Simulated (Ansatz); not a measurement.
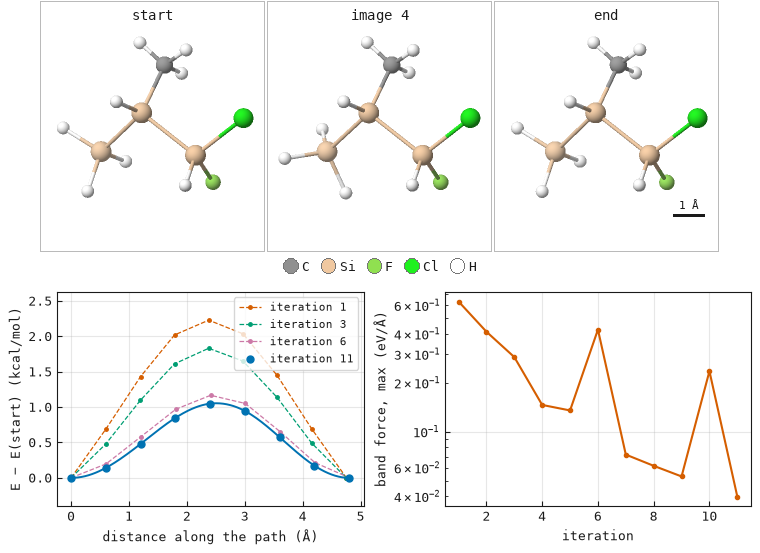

NEB run on CH8ClFSi3. Images are numbered from 0 (start) to 8 (end). The plot follows the band through its iterations. The picture is a ball-and-stick view, seen at a tilt.

Theory: Ansatz, RKS PBE/def2-SVP. Set-up: 7 movable images; climbing image; force threshold 0.05 eV/Å; iteration limit 60; optimiser L-BFGS; largest step 0.02 Å; starting path by image-dependent pair potential.

> Did the band converge, and can the barrier be trusted?

The run is converged, with reservations. The band converged in 11 iterations. The largest component of the band force went from 0.63 to 0.04 eV/Å. The climbing image converged on the top of the path. Its curvatures weren't checked. The step length is far from the usual. The first iteration put the highest image at 2.23 kcal/mol. The two ends have the same energy, and the highest point, image 4, lies 1.05 kcal/mol above the start.

The run took 4.1 min on 2 threads of Arm Neoverse V2 (shared host), peak memory 0.2 GiB.
